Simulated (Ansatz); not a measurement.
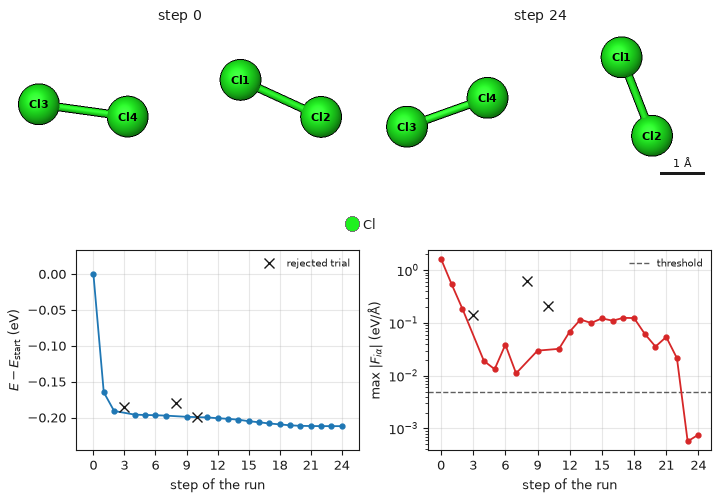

First and last geometry of a relaxation of Cl4, with the history of the run. A ball-and-stick model, seen face on.

Theory: RKS PBE0-D4/def2-TZVP (Ansatz). Set-up: force threshold 0.005 eV/Å; at most 200 steps.

Q: Read the history and describe the run.

A: It converged. Over 21 accepted moves (24 points after the start) the energy falls by 0.212 eV. The largest force component goes from 1.6 to 0.00076 eV/Å. The line search rejected the trial steps at points 3, 8, 10 of the run. Cl2 moves most after the best rigid fit: 0.81 Å. Among the contacts that change: Cl1–Cl4 2.756 → 3.251 Å, Cl3–Cl4 2.085 → 1.987 Å, Cl1–Cl2 2.072 → 1.981 Å.

```csv
step,"E − E(0), eV","largest force component, eV/Å",note
0,0.0000,1.6458,
1,-0.1646,0.5384,
2,-0.1907,0.1850,
3,-0.1856,0.1416,rejected
4,-0.1958,0.0191,
5,-0.1963,0.0133,
6,-0.1966,0.0388,
7,-0.1972,0.0111,
8,-0.1799,0.6259,rejected
9,-0.1988,0.0299,
10,-0.1985,0.2139,rejected
11,-0.1997,0.0324,
12,-0.2007,0.0686,
13,-0.2016,0.1164,
14,-0.2028,0.1001,
15,-0.2049,0.1224,
16,-0.2064,0.1107,
17,-0.2081,0.1253,
18,-0.2094,0.1242,
19,-0.2107,0.0622,
20,-0.2114,0.0357,
21,-0.2117,0.0544,
22,-0.2118,0.0215,
23,-0.2118,0.0006,
24,-0.2118,0.0008,
```

Limits of the set-up: the start holds two separate molecules, 2.8 Å apart at their closest, whose relative position is a soft coordinate.
